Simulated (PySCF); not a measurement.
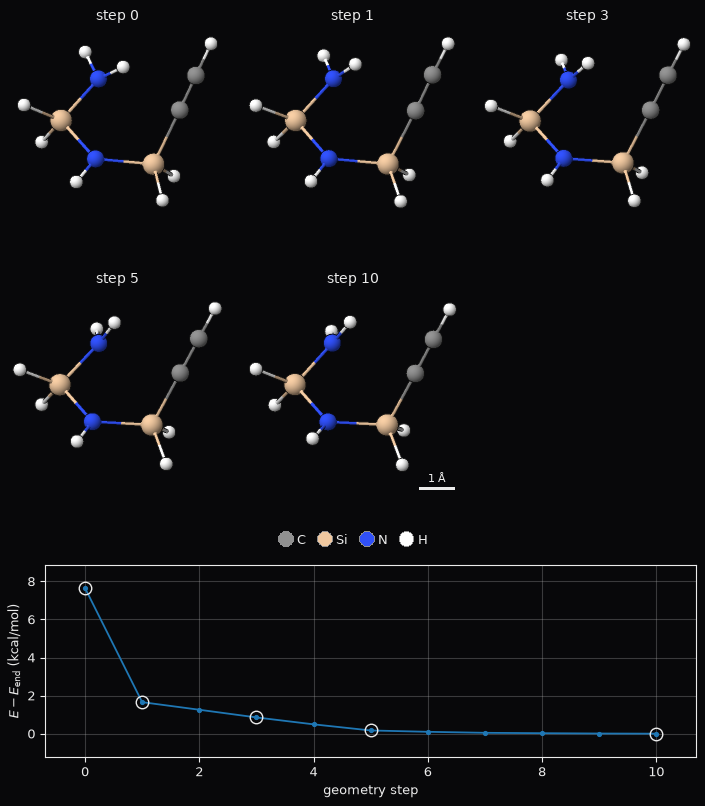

Frames of a relaxation of C2H8N2Si2, marked on the history of the run. Style: ball-and-stick. Shown at a tilt.

The start comes from GFN2-xTB. Its atoms were then displaced at random by about 0.01 Å.

Computed with PySCF 2.14.0, density-fitted response routines, PBE0-D3(BJ)/def2-SVP geometry optimisation, gas phase. 

What happens along the run?

An H atom moves most after the best rigid fit: 0.69 Å. Largest moves by element: H 0.69 Å, C 0.17 Å, Si 0.10 Å, N 0.10 Å. Near-neighbour distances that change, for instance: C–C 1.172 → 1.218 Å, H–Si 1.451 → 1.496 Å, N–Si 1.700 → 1.735 Å, N–Si 1.772 → 1.741 Å. Among the angles between lasting bonds that change: Si–N–H 111.7° → 118.5°, Si–N–Si 129.3° → 123.6°, H–N–H 108.8° → 112.8°. The energy falls by 7.65 kcal/mol in 10 geometry steps. From step 0 to 1: an H atom moves most (0.20 Å), energy −5.99 kcal/mol. From step 1 to 3: an H atom moves most (0.18 Å), energy −0.80 kcal/mol. From step 3 to 5: an H atom moves most (0.24 Å), energy −0.68 kcal/mol. From step 5 to 10: an H atom moves most (0.11 Å), energy −0.17 kcal/mol.

```csv
step,"E − E(0), kcal/mol"
0,0.00
1,-5.99
2,-6.39
3,-6.80
4,-7.16
5,-7.48
6,-7.55
7,-7.60
8,-7.62
9,-7.64
10,-7.65
```
